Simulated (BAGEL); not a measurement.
**FCI/STO-3G (density fitting with cc-pvqz-jkfit) run of BCl (SMILES [B]Cl)**

What is the vertical electron affinity of BCl at FCI/STO-3G (density fitting with cc-pvqz-jkfit)? 

The calculation is run with BAGEL 1.2.2.

10 further runs of the same task are left out: 10 set aside as unsound or not needed.

## (1) The structure to begin with

The species is BCl (2 atoms), meant as a singlet with charge 0. As SMILES, `[B]Cl`. The coordinates come from a PBE0-D4/def2-TZVP relaxation.

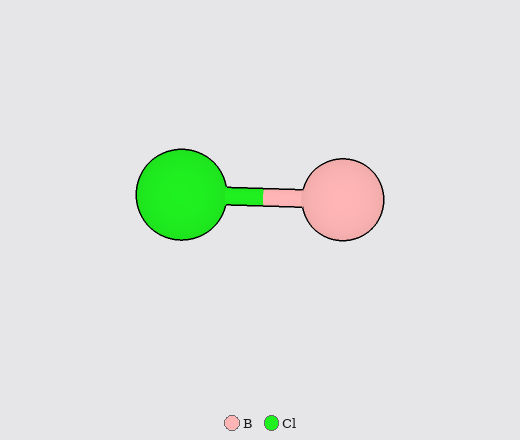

Viewed from a chosen angle; boron pink, chlorine green.

## (2) The energy at FCI/STO-3G (density fitting with cc-pvqz-jkfit)

The input, job.json:

```json
{ "bagel" : [

{
  "title" : "molecule",
  "basis" : "sto-3g",
  "df_basis" : "cc-pvqz-jkfit",
  "angstrom" : true,
  "geometry" : [
    { "atom" : "B", "xyz" : [    0.000000,    0.000000,   -0.069660 ] },
    { "atom" : "Cl", "xyz" : [    0.000000,    0.000000,    1.648190 ] }
  ]
},
{
  "title" : "hf",
  "charge" : 0
},
{
  "title" : "fci",
  "nstate" : 1,
  "charge" : 0,
  "ncore" : 6
}

]}
```

Run with:

```bash
$ BAGEL_NUM_THREADS=1 BAGEL job.json > job.out
```

Log:

```text
* using 1 threads per process

  ===============================================================
  ===============================================================

  *** Geometry ***

  { "atom" : "B", "xyz" : [      0.000000,      0.000000,     -0.131638 ] },
  { "atom" : "Cl", "xyz" : [      0.000000,      0.000000,      3.114628 ] },

  Number of auxiliary basis functions:      254

  Since a DF basis is specified, we compute 2- and 3-index integrals:
    o Being stored without compression. Storage requirement is 0.000 GB

  Number of basis functions:       14
  Number of electrons      :       22

    * METHOD: MOLECULE                             0.03

  *** RHF ***

  === Nuclear Repulsion ===
    26.1839292761

      * DIIS with orbital gradients will be used.

  === RHF iteration (sto-3g) ===
      0       -478.82143573          0.01691821           0.00
      1       -478.84973901          0.00378450           0.00
      2       -478.85082690          0.00070922           0.00
      3       -478.85094582          0.00014606           0.00
      4       -478.85094905          0.00002572           0.00
      5       -478.85094912          0.00000271           0.00
      6       -478.85094912          0.00000012           0.00
      7       -478.85094912          0.00000001           0.00
      8       -478.85094912          0.00000000           0.00
    * SCF iteration converged.

    * Permanent dipole moment:
           (    0.000000,     0.000000,     0.129783) a.u.

    * METHOD: HF                                   0.05

  ---------------------------
        FCI calculation
  ---------------------------

  Performs exactly the same way as Knowles & Handy 1984 CPL

  o alpha-beta strings
      length:           112
  o size of the space
      determinant space:  3136
      spin-adapted space: 1176

  o single displacement lists (alpha)
      length:          1120
  o single displacement lists (beta)
      length:          1120

     guess   0:   closed 11111...             open ........

  === FCI iteration ===

      0  0      -478.85094912     4.45e-03      0.00
      1  0      -478.90816151     2.05e-03      0.00
      2  0      -478.91439597     8.92e-04      0.00
      3  0      -478.91571962     3.03e-04      0.00
      4  0      -478.91585869     1.24e-04      0.00
      5  0      -478.91587578     4.27e-05      0.00
      6  0      -478.91587850     1.10e-05      0.00
      7  0      -478.91587867     3.43e-06      0.00
      8  0      -478.91587868     8.31e-07      0.00
      9  0      -478.91587868     2.41e-07      0.00
     10  0      -478.91587868     5.56e-08      0.00
     11  0      -478.91587868     1.60e-08      0.00
     12  0      -478.91587868     5.75e-09      0.00
     13  0      -478.91587868     1.83e-09      0.00
     14  0      -478.91587868     5.62e-10      0.00
     15  0      -478.91587868     1.71e-10      0.00
     16  0 *    -478.91587868     6.30e-11      0.00

     * ci vector, state   0, <S^2> = -0.0000
       22222...    -0.9548189926
       2222.2..     0.1475331982
       2222..2.     0.1475331982
       2b22a2..     0.0621318783
       2a22b2..     0.0621318783
       2a22b.2.     0.0621318783
       2b22a.2.     0.0621318783
       2222...2     0.0511141177

    * METHOD: FCI                                  0.03

  ===============================================================
```

It took 0.24 s on 1 thread of Arm Neoverse V1, shared host.

## (3) The doublet anion, same level

The input, fci.json:

```json
{ "bagel": [

{
  "title": "molecule",
  "basis": "sto-3g",
  "df_basis": "cc-pvqz-jkfit",
  "angstrom": true,
  "geometry": [
    { "atom": "B", "xyz": [       0.000000,       0.000000,      -0.069660 ] },
    { "atom": "Cl", "xyz": [       0.000000,       0.000000,       1.648190 ] }
  ]
},

{
  "title": "hf"
},

{
  "title": "fci",
  "nstate": 1,
  "charge": -1,
  "ncore": 6,
  "nspin": 1
}

]}
```

Run with:

```bash
$ BAGEL_NUM_THREADS=1 BAGEL fci.json > fci.out
```

Log:

```text
* using 1 threads per process

  ===============================================================
  ===============================================================

  *** Geometry ***

  { "atom" : "B", "xyz" : [      0.000000,      0.000000,     -0.131638 ] },
  { "atom" : "Cl", "xyz" : [      0.000000,      0.000000,      3.114628 ] },

  Number of auxiliary basis functions:      254

  Since a DF basis is specified, we compute 2- and 3-index integrals:
    o Being stored without compression. Storage requirement is 0.000 GB

  Number of basis functions:       14
  Number of electrons      :       22

    * METHOD: MOLECULE                             0.03

  *** RHF ***

  === Nuclear Repulsion ===
    26.1839292761

      * DIIS with orbital gradients will be used.

  === RHF iteration (sto-3g) ===
      0       -478.82143573          0.01691821           0.00
      1       -478.84973901          0.00378450           0.00
      2       -478.85082690          0.00070922           0.00
      3       -478.85094582          0.00014606           0.00
      4       -478.85094905          0.00002572           0.00
      5       -478.85094912          0.00000271           0.00
      6       -478.85094912          0.00000012           0.00
      7       -478.85094912          0.00000001           0.00
      8       -478.85094912          0.00000000           0.00
    * SCF iteration converged.

    * Permanent dipole moment:
           (    0.000000,     0.000000,     0.129783) a.u.

    * METHOD: HF                                   0.05

  ---------------------------
        FCI calculation
  ---------------------------

  Performs exactly the same way as Knowles & Handy 1984 CPL

  o alpha-beta strings
      length:            84
  o size of the space
      determinant space:  1568
      spin-adapted space: 1008

  o single displacement lists (alpha)
      length:           504
  o single displacement lists (beta)
      length:          1120

     guess   0:   closed 11111...             open .....1..

  === FCI iteration ===

      0  0      -478.61313688     6.70e-03      0.00
      1  0      -478.66344846     3.10e-03      0.00
      2  0      -478.67127854     1.18e-03      0.00
      3  0      -478.67207450     3.74e-04      0.00
      4  0      -478.67215168     9.99e-05      0.00
      5  0      -478.67215689     2.69e-05      0.00
      6  0      -478.67215735     8.94e-06      0.00
      7  0      -478.67215739     3.02e-06      0.00
      8  0      -478.67215740     7.84e-07      0.00
      9  0      -478.67215740     2.34e-07      0.00
     10  0      -478.67215740     7.33e-08      0.00
     11  0      -478.67215740     2.50e-08      0.00
     12  0      -478.67215740     8.70e-09      0.00
     13  0      -478.67215740     3.35e-09      0.00
     14  0      -478.67215740     9.17e-10      0.00
     15  0      -478.67215740     2.61e-10      0.00
     16  0 *    -478.67215740     8.47e-11      0.00

     * ci vector, state   0, <S^2> = 0.7500
       22222a..    -0.9648263792
       2222.a2.    -0.1590191062
       2222ba.a    -0.0784269476
       2a22ba2.    -0.0676222686
       22a222..     0.0656185361
       2a222a.b    -0.0638083745
       2b22aa2.    -0.0637230942
       222a2ab.    -0.0519457859
       2222.a.2    -0.0511850185

    * METHOD: FCI                                  0.02

  ===============================================================
```

It took 0.23 s on 1 thread of Arm Neoverse V1, shared host.

## (4) Summary of results

At FCI/STO-3G (density fitting with cc-pvqz-jkfit), 6 core orbitals frozen:

| quantity | value |
| --- | --- |
| singlet BCl: total energy | -478.91588 Eh |
| doublet anion: total energy | -478.67216 Eh |
| vertical electron affinity (to the doublet anion) | -6.632 eV |

What this shows: The anion lies 6.63 eV (640 kJ/mol) above the neutral: the electron isn't bound at this level, and such a value depends on the basis. Without diffuse functions anions come out too high. In a minimal basis such a difference can be off by several eV, whatever the method.
